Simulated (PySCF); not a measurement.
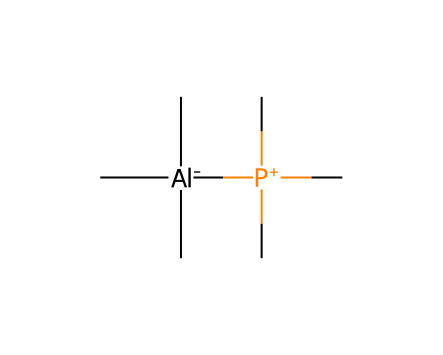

Structural formula above. The geometry was computed by an optimisation with PBE0-D3(BJ)/def2-SVP. No frequency run is at hand to confirm it as a minimum.

What does the molecule look like in three dimensions?

The molecule is C₆H₁₈AlP. Its SMILES string is `[CH3][Al-]([CH3])([CH3])[P+](C)(C)C`. Coordination: 6 C tetrahedral; 1 Al tetrahedral; 1 P tetrahedral.

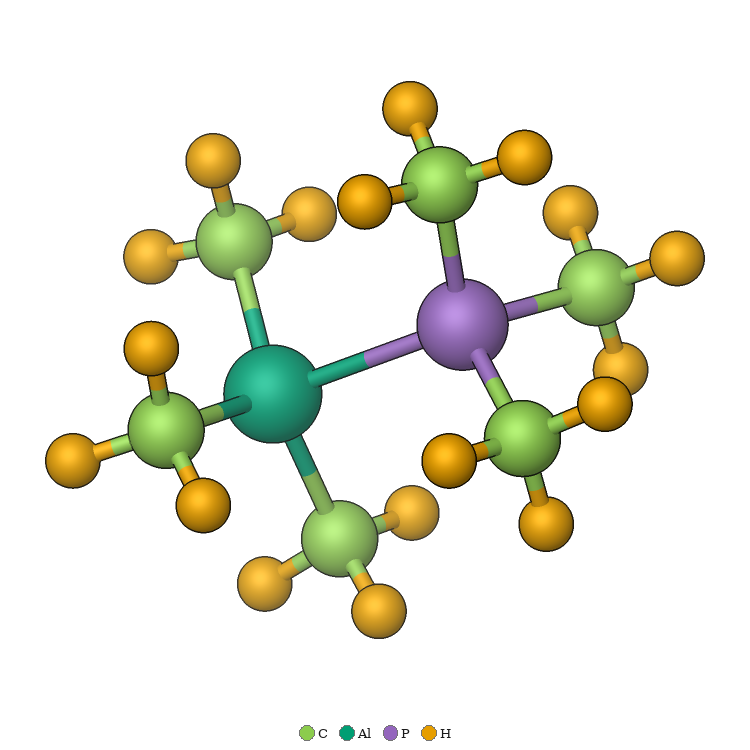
